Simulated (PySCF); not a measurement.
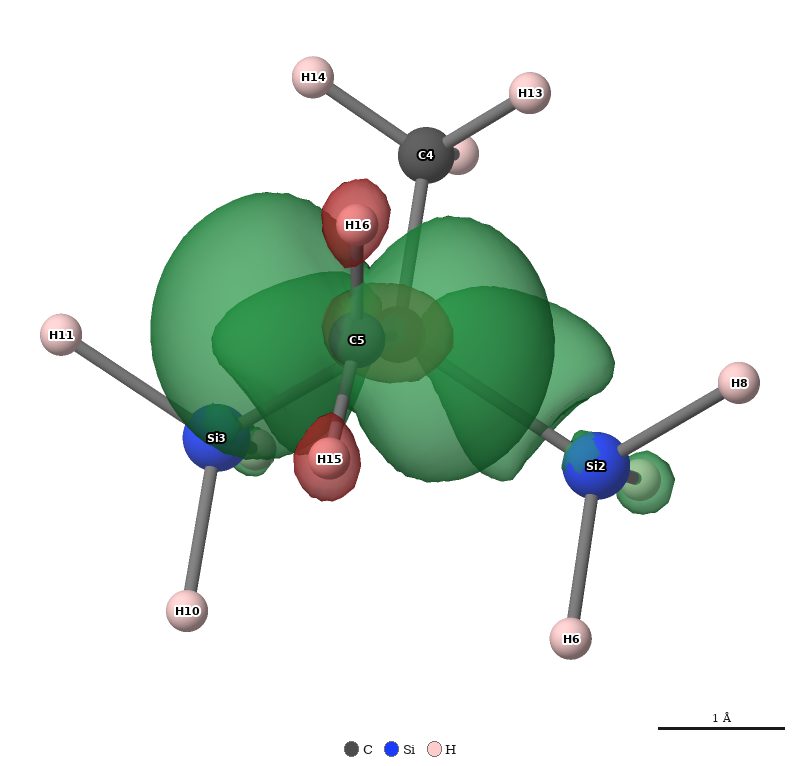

C3H11Si2 (SMILES [CH2]C(C)([SiH3])[SiH3]) (doublet). Isosurfaces of the spin density at +0.02 (green) and −0.02 e/Å³ (red), seen at a tilt.

Geometry: PBE0-D3(BJ)/def2-SVP.

Method: PySCF 2.14.0, density-fitted response routines, UKS B3LYP, IGLO-III on C Si, pcH-1 on H, non-relativistic, mean-field spin-orbit, GIAO.

```xyz
16

C     0.0129    0.0943    0.1805
Si    0.8903   -1.5374   -0.2803
Si   -1.4742    0.3480   -0.9866
C     0.9908    1.2697    0.0487
C    -0.5151   -0.0704    1.5536
H    -0.0469   -2.6884   -0.1086
H     1.3632   -1.5094   -1.7020
H     2.0718   -1.7211    0.6174
H    -1.0223    0.4141   -2.4133
H    -2.4371   -0.7851   -0.8373
H    -2.1594    1.6293   -0.6348
H     1.3827    1.3695   -0.9756
H     1.8536    1.1453    0.7253
H     0.5025    2.2228    0.3130
H    -1.2482   -0.8460    1.7923
H    -0.1590    0.5650    2.3692
```

### Which atoms carry the spin?

The unpaired spin (1 electron) lies mostly on C5 (about 0.7) and C1 (about 0.1), in electrons by Hirshfeld's partition.
